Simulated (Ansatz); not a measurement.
**CH₃Al₂F₃: density, localisation and related maps**

Input file:

```
crystal:
  periodic: [false, false, false]
  atoms:
    - { symbol: F, position_ang: [-1.9005, -1.3566, 0.6372] }
    - { symbol: C, position_ang: [-0.6629, -1.1507, 1.0913] }
    - { symbol: Al, position_ang: [0.4868, -0.5741, -0.4202] }
    - { symbol: F, position_ang: [1.0639, -1.7599, -1.6723] }
    - { symbol: Al, position_ang: [0.6579, 1.8391, -0.9659] }
    - { symbol: F, position_ang: [-0.0688, 3.0744, 0.1679] }
    - { symbol: H, position_ang: [-0.6218, -0.3704, 1.8896] }
    - { symbol: H, position_ang: [-0.2519, -2.0912, 1.5004] }
    - { symbol: H, position_ang: [1.3859, 2.3431, -2.2451] }
basis:
  gaussian: { orbitals: def2-SVP }
hamiltonian:
  xc: hf
relax:
  f_tol: 0.02
  max_steps: 50
output:
  orbitals: {}
```

Command:

```sh
ansatz run input.yaml --threads 2 --pin off --max-ram 3072MiB --backend cpu --events-out ev --progress --plain --runs-dir out
```

The fields are those of the run's last geometry, not of the input's.

These are results of RHF/def2-SVP (Ansatz), not measurements.

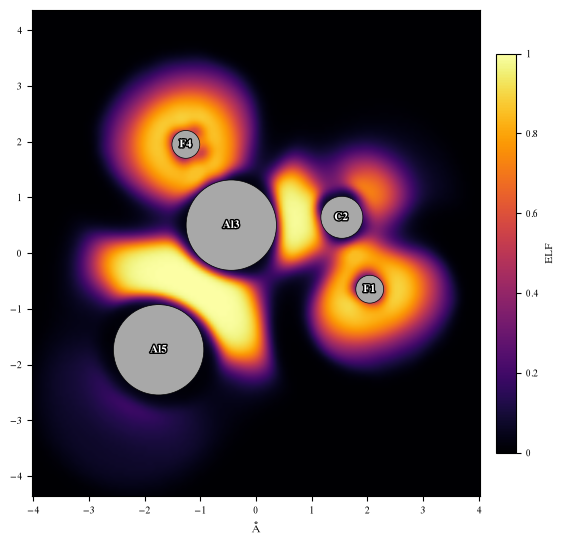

Figure 1. Electron localisation function on the plane of atoms F4, Al3 and Al5. Grey discs cover the atomic cores.

> What do the fields say about this system?

The section cuts through F, C and Al sites. C–F (1.39 Å): the ELF peaks at about 0.85 between the atoms: a polar covalent bond. Al–F (1.66 Å): the ELF peaks at about 0.85 in the valence shell of F, 0.6 Å from its nucleus, and is about 0.20 at the midpoint. C–Al (1.99 Å): the ELF peaks at about 1 between the atoms; a polar covalent bond. Al–Al (2.59 Å): the ELF peaks at about 1 between the atoms; localised, covalent bonding. The ELF also peaks beside F1 and F4, away from the bonds: lone-pair regions.

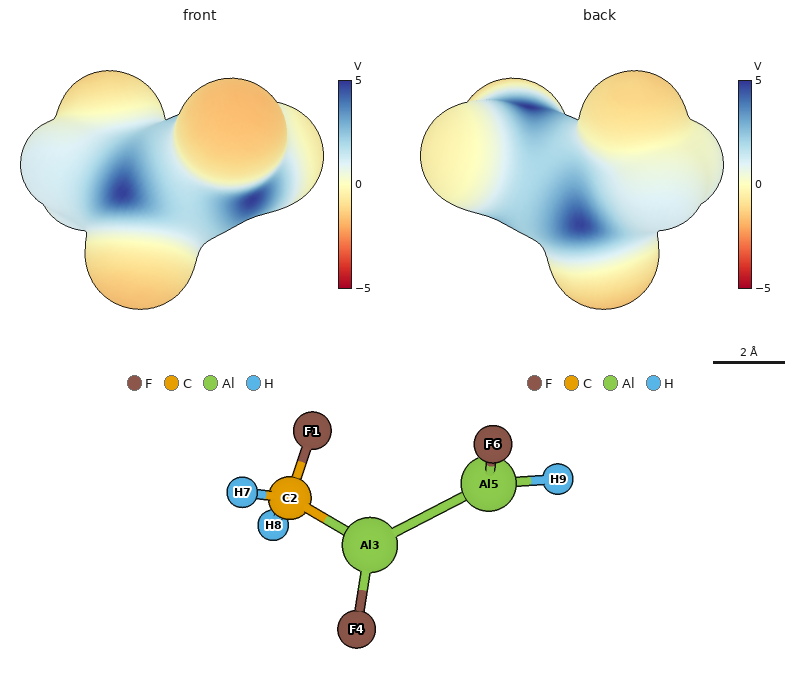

Figure 2. The electrostatic potential painted on the density surface at 0.002 e/bohr³, seen from the front and from behind; red is negative and blue positive. The bare structure is drawn below in the same view.

> Describe the electrostatic potential map.

The most negative region (about −1.7 V) lies over F6, the most positive (about +4.7 V) over Al3 and Al5.

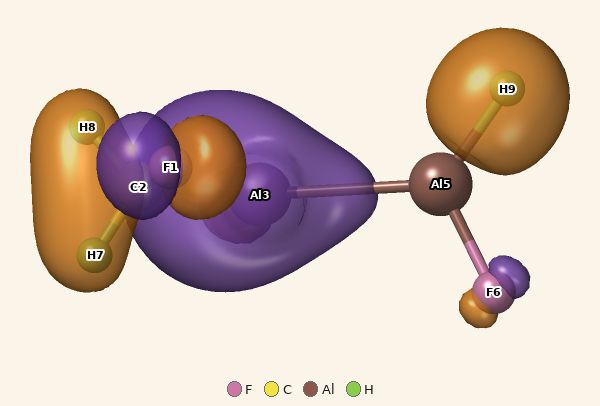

Figure 3. The HOMO−1 at ±0.1 Å⁻³ᐟ² (orange and purple are the two phases), seen from one side.

> Describe this orbital and give its energy.

Its weight (Hirshfeld) is mainly on C2 (about 30 %), Al3 (about 25 %), F1 (about 15 %), H9 (about 10 %) and Al5 (about 10 %). Its energy is −12.57 eV.
